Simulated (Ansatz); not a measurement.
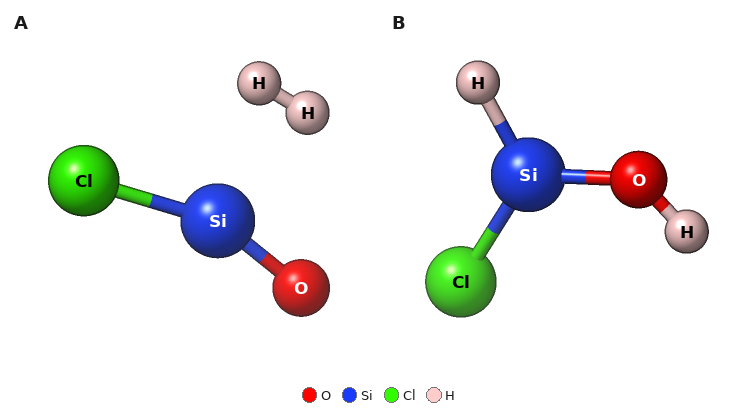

2 stationary structures of one formula. The species has charge +1 and is a spin singlet. Geometries: PBE0-D4/def2-TZVP. Electronic energies: PBE0-D4/def2-TZVPP (Ansatz 0.2.0), without zero-point energy. No frequency run is at hand to confirm each as a minimum.

**Rank them by energy, lowest first.**

B is lowest (Cs); A lies 3.338 eV above it (Cs).
